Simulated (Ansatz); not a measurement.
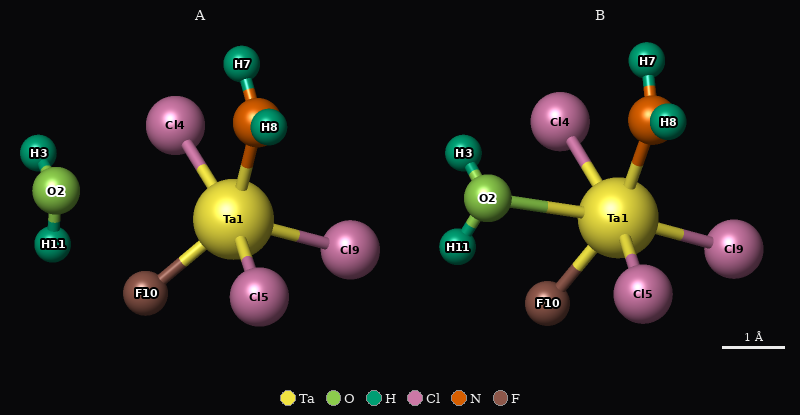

Two geometries of TaNH$_{4}$OCl$_{3}$F, drawn at one scale. One is the start of a relaxation, the other its converged end. Style: ball-and-stick. Shown at a tilt.

Level of theory: RKS PBE/def2-SVP (Ansatz). Set-up: no spin polarisation; force threshold 0.03 eV/Å; at most 50 steps.

### Which of the two is the end point?

Structure B is the relaxed one. The run prepares an end point of a later path (reaction) calculation, from a guessed geometry. The largest move after the best rigid fit is that of the O atom, 0.57 Å. By element the largest moves are O 0.57 Å, H 0.41 Å, Cl 0.30 Å, Ta 0.27 Å, F 0.24 Å, N 0.10 Å. Among the contacts that change: O–Ta 3.209 → 2.369 Å, H–Ta 3.422 → 2.784 Å, H–Ta 3.099 → 2.755 Å, Cl–Ta 2.361 → 2.387 Å. New bonds form, among them: O–Ta (3.21 → 2.37 Å). Among the angles between lasting bonds that change: N–Ta–F 140.6° → 158.8°, Cl–Ta–F 112.0° → 98.2°, N–Ta–Cl 107.4° → 103.0°. The energy falls by 36.9 kJ/mol in 10 accepted moves (11 points after the start). Largest force component: 0.63 eV/Å at the start, 0.02 eV/Å at the end. The line search rejected the trial step at point 6 of the run. The run took 39 s on 4 threads of Arm Neoverse V1, on a shared host, peak memory 0.25 GiB.
